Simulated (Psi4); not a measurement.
**Excited-state calculation of B$_{2}$ (part 3 of 3)**

Continued. System: B$_{2}$, multiplicity 3. Method: EOM-CC3/6-31G**, UHF (Psi4 1.11). The geometry comes from this level: GFN2-xTB.

Geometry of the input (Å):
```
B  0.0000  0.0000  0.0000
B  0.0000  0.0000  1.4051
```

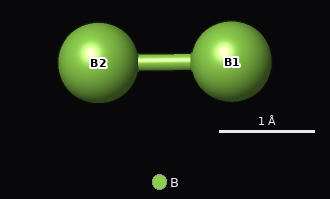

*The input geometry (ball-and-stick view, seen on its broad side; atoms are numbered from 1 in the order of the input).*

**Standard output, continued**
```
MP2 OPPOSITE-SPIN CORRELATION ENERGY               -0.0842143397
MP2 SAME-SPIN CORRELATION ENERGY                   -0.0336636184
MP2 SINGLES ENERGY                                 -0.0000000000
MP2 TOTAL ENERGY                                  -49.1428740915
NUCLEAR REPULSION ENERGY                            9.4151604609
ONE-ELECTRON ENERGY                               -83.4346303959
PCM POLARIZATION ENERGY                             0.0000000000
PE ENERGY                                           0.0000000000
SCF ITERATION ENERGY                              -49.0249961334
SCF ITERATIONS                                     10.0000000000
SCF TOTAL ENERGY                                  -49.0249961334
TWO-ELECTRON ENERGY                                24.9944738017
```

**Results in brief**

| quantity | value |
| --- | --- |
| outcome | converged |
| total energy | −49.176637 hartree |
| SCF energy | −49.024996 hartree |
| MP2 energy | −49.142874 hartree |
| basis functions | 30 |
| T1 diagnostic | 0.054 |
| ⟨S²⟩ | 2.098 |
| wall time | 31 s |
| peak memory | 0.19 GiB |

The record of the run, not the program, notes: large T1.
